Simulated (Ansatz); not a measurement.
```xyz
9

C    -0.2081    1.3610   -0.6077
Al   -0.2000   -0.5373   -0.2234
N     0.5991   -1.2519    1.1692
Cl   -1.1798   -1.8916   -1.5137
H     0.3392    1.5721   -1.5337
H     0.2495    1.9512    0.1925
H    -1.2301    1.7270   -0.7554
H     0.6181   -2.2369    1.3781
H     1.1006   -0.7398    1.8768
```

Theory: UKS BHLYP/def2-SVP (Ansatz).

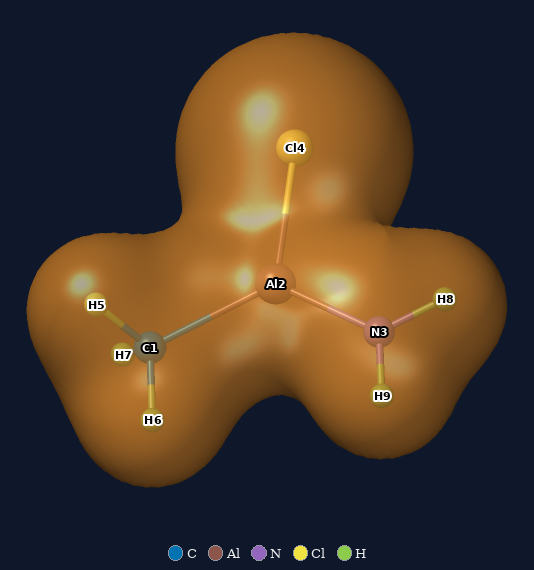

CH5AlClN. Isosurface of the total electron density at 0.05 e/Å³ (orange), seen at a tilt.

**Which contacts does the surface bridge?**

At this value the surface is in one piece. It bridges the shortest Al–N (1.76 Å), C–Al (1.94 Å), Al–Cl (2.11 Å) and N–H (1.01 Å) contacts, where the density stays above the isovalue. On the grid the lowest density along these lines, outside the cores, is 0.73 e/Å³ (Al–N, 1.76 Å), 0.62 e/Å³ (C–Al, 1.94 Å), 0.47 e/Å³ (Al–Cl, 2.11 Å) and 2.2 e/Å³ (N–H, 1.01 Å).
